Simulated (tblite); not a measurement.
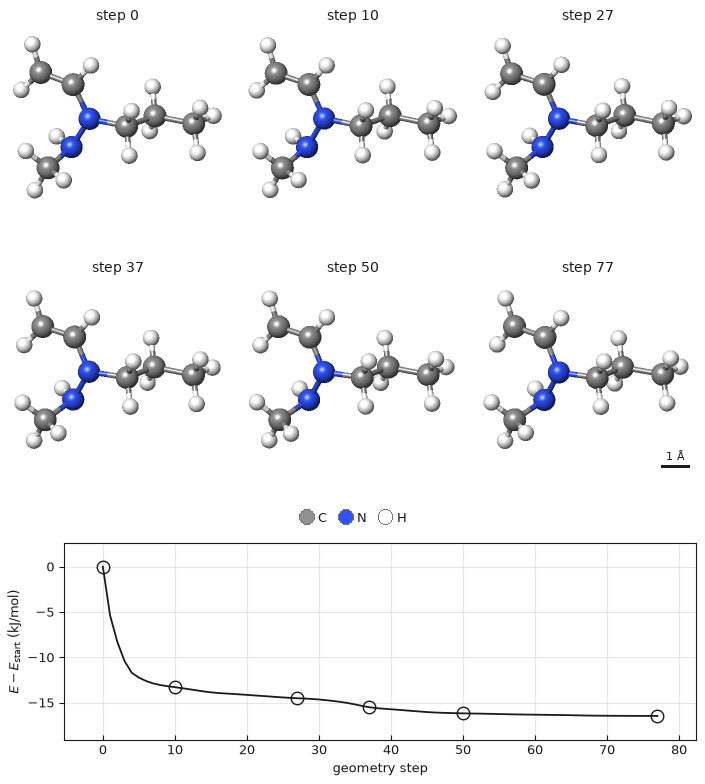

Frames of a relaxation of C6H14N2, marked on the history of the run. The picture is a ball-and-stick view, seen at a tilt.

Theory: GFN2-xTB geometry optimisation, gas phase in tblite 0.8.0. 

**Describe the path.**

After 77 geometry steps the energy has fallen by 16.5 kJ/mol. An H atom moves most after the best rigid fit: 0.33 Å. By element the largest moves are H 0.33 Å, N 0.31 Å, C 0.17 Å. Some distances before and after: N–N 1.424 → 1.408 Å, C–C 1.517 → 1.533 Å, C–H 1.089 → 1.073 Å, C–H 1.102 → 1.088 Å. Among the angles between lasting bonds that change: C–C–N 131.8° → 127.1°, C–N–N 117.2° → 113.2°, C–N–C 123.2° → 119.3°. The run took 0.55 s on 1 thread of Arm Neoverse V1, with other jobs on the host. From step 0 to 10: an H atom moves most (0.09 Å), energy −13.3 kJ/mol. From step 10 to 27: an N atom moves most (0.09 Å), energy −1.22 kJ/mol. From step 27 to 37: an H atom moves most (0.12 Å), energy −0.99 kJ/mol. From step 37 to 50: an H atom moves most (0.10 Å), energy −0.67 kJ/mol. From step 50 to 77: an H atom moves most (0.11 Å), energy −0.29 kJ/mol.
